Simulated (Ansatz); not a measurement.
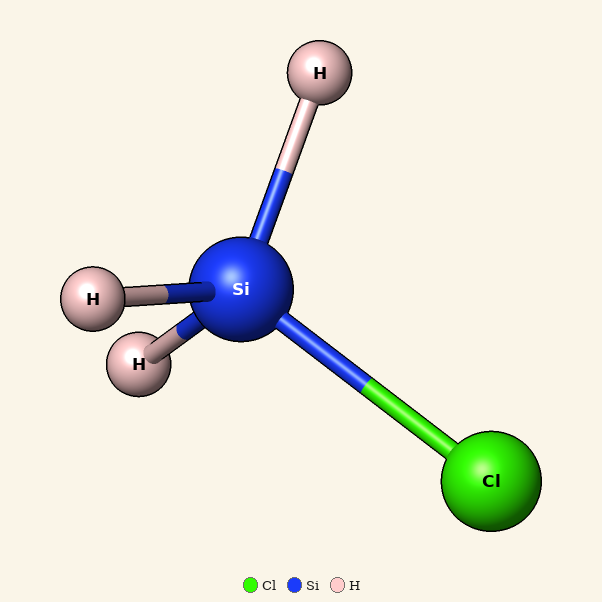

Sticks follow a distance rule. Harmonic vibrations computed with RKS PBE0-D4/def2-TZVP (Ansatz 0.2.0) at a stationary point of the same level.

### Minimum or transition state?

A minimum: no imaginary frequency, and the lowest mode lies at 552 cm⁻¹.

### How many vibrational modes are there, and where do they lie?

9 modes: 552, 656, 656, 944, 947, 947, 2249, 2261, 2261 cm⁻¹.
